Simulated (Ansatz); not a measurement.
# H2S2 (SMILES SS): levels of theory compared

Wanted: a comparison of 6 runs (B2PLYP/STO-3G, BLYP/STO-3G, PBE/STO-3G, CCSDTQ/STO-3G, CCSD/STO-3G, FCI/STO-3G) of H2S2. 

The results are computed with Ansatz 0.2.0.

44 further runs of the same task are left out: 10 that didn't finish, 34 set aside as unsound or not needed.

### 1 The system as given

The species is H2S2 (4 atoms), meant as a singlet with charge 0. As SMILES, `SS`. The S2–S1 distance was set to 4.092 Å, away from the relaxed value. At this shape a bond of the SMILES string is far longer than usual.

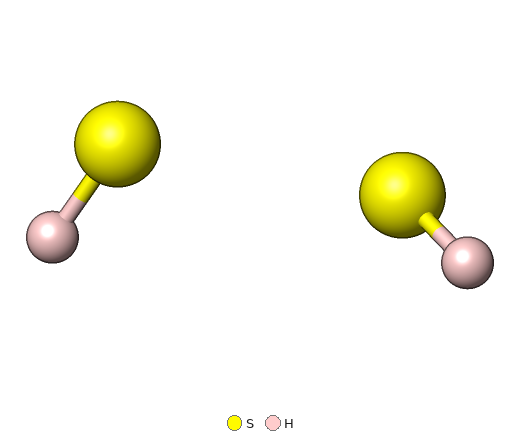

The structure, seen from a chosen angle (sulfur yellow, hydrogen pink).

### 2 A single-point energy at B2PLYP/STO-3G (run 1)

Contents of input.yaml:

```yaml
crystal:
  periodic: [false, false, false]
  atoms:
    - {symbol: S, position_ang: [1.508747, -2.699999, 0.266021]}
    - {symbol: S, position_ang: [0.060220, 1.121560, 0.067360]}
    - {symbol: H, position_ang: [0.498847, -3.263379, 0.956211]}
    - {symbol: H, position_ang: [-0.619290, 1.020250, -1.090950]}
basis:
  gaussian:
    orbitals: STO-3G
accuracy: high
correlation:
  frozen_orbitals: {H: 0, S: 5}
hamiltonian:
  xc: {name: B2PLYP}
```

Run with:

```
ansatz run input.yaml --threads 1 --pin off --max-ram 3480MiB --events-out events.jsonl --progress --plain --runs-dir runs
```

What it wrote:

```text
Warning: RAYON_NUM_THREADS=1 ignored (pool sized by the plan → 1); use --threads N
Functional definition: B2PLYP
  name "B2PLYP"
  parameter a = 0.53
  parameter c = 0.27
  exchange = (1 - a)*b88_x + a*exact_x
  correlation = (1 - c)*lyp_c + c*(mp2_os + mp2_ss)
308 factors; integrals over basis functions are off by at most 2.4e-8 eV
mean field evaluation 1: about -21446.7024 eV, gradient 7.5e0 eV
mean field evaluation 2: about -21446.6976 eV, gradient 7.6e0 eV
mean field evaluation 4: about -21446.9070 eV, gradient 3.6e0 eV
mean field evaluation 8: about -21446.9899 eV, gradient 1.6e-2 eV
mean field evaluation 16: about -21446.9902 eV, gradient 2.4e-5 eV
mean field evaluation 32: about -21446.9898 eV, gradient 6.6e-2 eV
mean field -21446.99015588 eV, -788.1623509364 hartree, gradient 9.3e-8 eV, S^2 0.000000; 2 other end points of the search recorded, 0 dependent functions left out; unrestricted orbitals would lower it
10 core orbitals not correlated: weight in the atoms' cores, before any rotation towards them, 1.000 or more for the frozen orbitals, at most 0.000 for the correlated occupied ones
reference -21446.99017487 eV, -788.1623516343 hartree; 7, 7 occupied and 3, 3 virtual orbitals, 308 factors
second order -9.18541970 eV of doubles, -0.00000000 eV of singles
Total energy: -21449.47023819 eV, -788.2534922802 hartree
```

Run time: 0.92 s. Hardware: 1 thread of Intel Xeon 6975P-C (Granite Rapids), shared host.

### 3 A single-point energy at BLYP/STO-3G (run 2)

Contents of job.yaml:

```yaml
crystal:
  periodic: [false, false, false]
  atoms:
    - {symbol: S, position_ang: [1.508747, -2.699999, 0.266021]}
    - {symbol: S, position_ang: [0.060220, 1.121560, 0.067360]}
    - {symbol: H, position_ang: [0.498847, -3.263379, 0.956211]}
    - {symbol: H, position_ang: [-0.619290, 1.020250, -1.090950]}
basis:
  gaussian:
    orbitals: STO-3G
hamiltonian:
  xc: {name: BLYP}
accuracy: high
```

Run with:

```
ansatz run job.yaml --threads 1 --pin off --max-ram 3480MiB --events-out events.jsonl --progress --plain --runs-dir runs
```

What it wrote:

```text
Warning: RAYON_NUM_THREADS=1 ignored (pool sized by the plan → 1); use --threads N
Functional definition: BLYP
  name "BLYP"
  parameter beta = 0.0042
  parameter a = 0.04918
  parameter b = 0.132
  parameter c = 0.2533
  parameter d = 0.349
  exchange = b88_x(beta = beta)
  correlation = lyp_c(a = a, b = b, c = c, d = d)
308 factors; integrals over basis functions are off by at most 2.4e-8 eV
mean field evaluation 1: about -21455.7065 eV, gradient 3.2e0 eV
mean field evaluation 2: about -21445.0608 eV, gradient 1.3e1 eV
mean field evaluation 4: about -21446.4297 eV, gradient 1.8e1 eV
mean field evaluation 8: about -21455.7441 eV, gradient 4.1e-3 eV
mean field evaluation 16: about -21455.5984 eV, gradient 2.5e0 eV
mean field evaluation 32: about -21455.6669 eV, gradient 2.7e-1 eV
mean field -21455.74410858 eV, -788.4840527646 hartree, gradient 1.9e-8 eV, S^2 0.000000; 7 other end points of the search recorded, 0 dependent functions left out
reference -21455.74414881 eV, -788.4840542431 hartree; 17, 17 occupied and 3, 3 virtual orbitals, 308 factors
Total energy: -21455.74414881 eV, -788.4840542431 hartree
```

It took 1 s on 1 thread of Intel Xeon 6975P-C (Granite Rapids), shared host.

Runs 3 to 4 aren't shown in full; the table further down has their settings and results.

### 4 The energy at CCSD/STO-3G (run 5)

Contents of job.yaml:

```yaml
crystal:
  periodic: [false, false, false]
  atoms:
    - symbol: S
      position_ang: [1.508747, -2.699999, 0.266021]
    - symbol: S
      position_ang: [0.060220, 1.121560, 0.067360]
    - symbol: H
      position_ang: [0.498847, -3.263379, 0.956211]
    - symbol: H
      position_ang: [-0.619290, 1.020250, -1.090950]
basis:
  gaussian: {orbitals: STO-3G}
correlation: {method: ccsd, frozen_orbitals: {H: 0, S: 5}}
accuracy: high
scf: {omitted_lower_state_checks: [cluster_reference, increment]}
```

Run with:

```
ansatz run job.yaml --threads 1 --pin off --max-ram 3480MiB --events-out events.jsonl --progress --plain --runs-dir runs
```

What it wrote:

```text
Warning: RAYON_NUM_THREADS=1 ignored (pool sized by the plan → 1); use --threads N
[... 14 lines left out ...]
10 core orbitals not correlated: weight in the atoms' cores, before any rotation towards them, 1.000 or more for the frozen orbitals, at most 0.000 for the correlated occupied ones
[... 90 lines left out ...]
WARN: these amplitudes may be one of several solutions (largest doubles amplitude 0.96, level shift 13.32 eV)
Total energy: -21428.01587236 eV, -787.4650588784 hartree
Checks for a lower state left out: cluster_reference, increment
```

Wall time 0.18 s (1 thread of Intel Xeon 6975P-C (Granite Rapids), shared host).

### 5 A single-point energy at FCI/STO-3G (run 6)

Contents of molecule.yaml:

```yaml
crystal:
  periodic: [false, false, false]
  atoms:
    - symbol: S
      position_ang: [1.508747, -2.699999, 0.266021]
    - symbol: S
      position_ang: [0.060220, 1.121560, 0.067360]
    - symbol: H
      position_ang: [0.498847, -3.263379, 0.956211]
    - symbol: H
      position_ang: [-0.619290, 1.020250, -1.090950]
basis:
  gaussian:
    orbitals: STO-3G
correlation:
  method: fci
  frozen_orbitals: {H: 0, S: 5}
accuracy: high
```

Run with:

```
ansatz run molecule.yaml --threads 1 --pin off --max-ram 3480MiB --events-out events.jsonl --progress --plain --runs-dir runs
```

What it wrote (excerpt; [...] marks lines left out):

```text
Warning: RAYON_NUM_THREADS=1 ignored (pool sized by the plan → 1); use --threads N
Functional definition: HF
  name "HF"
[...]
308 factors; integrals over basis functions are off by at most 2.4e-8 eV
[...]
mean field -21421.24872123 eV, -787.2163706613 hartree, gradient 2.3e-8 eV, S^2 0.000000; 6 other end points of the search recorded, 0 dependent functions left out; unrestricted orbitals would lower it
unrestricted determinant -21426.81055678 eV, -787.4207643478 hartree, S^2 1.0057
10 core orbitals not correlated: weight in the atoms' cores, before any rotation towards them, 1.000 or more for the frozen orbitals, at most 0.000 for the correlated occupied ones
reference -21421.24872123 eV, -787.2163706613 hartree; 7, 7 occupied and 3, 3 virtual orbitals, 308 factors
state -21428.00960605 eV, -787.4648285959 hartree
Total energy: -21428.00960605 eV, -787.4648285959 hartree
```

Wall time 0.36 s (1 thread of Intel Xeon 6975P-C (Granite Rapids), shared host).

### 6 The series

| run | level | frozen core orbitals | energy (Eh) | wall time |
| --- | --- | --- | --- | --- |
| 1 | B2PLYP/STO-3G | 10 | -788.253492 | 0.92 s |
| 2 | BLYP/STO-3G | – | -788.484054 | 1 s |
| 3 | PBE/STO-3G | – | -788.187014 | 0.94 s |
| 4 | CCSDTQ/STO-3G | 10 | -787.464828 | 4.5 s |
| 5 | CCSD/STO-3G | 10 | -787.465059 | 0.18 s |
| 6 | FCI/STO-3G | 10 | -787.464829 | 0.36 s |

### 7 What came out

| quantity | value |
| --- | --- |
| run 6: total energy | -787.46483 Eh |
| run 6: correlation energy (10 core orbitals frozen) | -248.5 mEh |

Against full CI in this basis: CCSDTQ +0.0 mEh; CCSD -0.2 mEh. Totals of different functionals can't be ranked against each other. In run 5 the T1 diagnostic is large, so a single reference may not serve. In runs 1, 4, 5 the log says that unrestricted orbitals would lower the reference, so the values rest on an unstable closed-shell determinant (other closed-shell runs at this shape may share the fault). In runs 1, 2, 3, 4, 5, 6 the basis is minimal, so the values are rough. In runs 1, 2, 3, 5 a closed-shell determinant meets a far-stretched bond, which it describes badly. All runs together took 7.9 s, the longest 4.5 s.
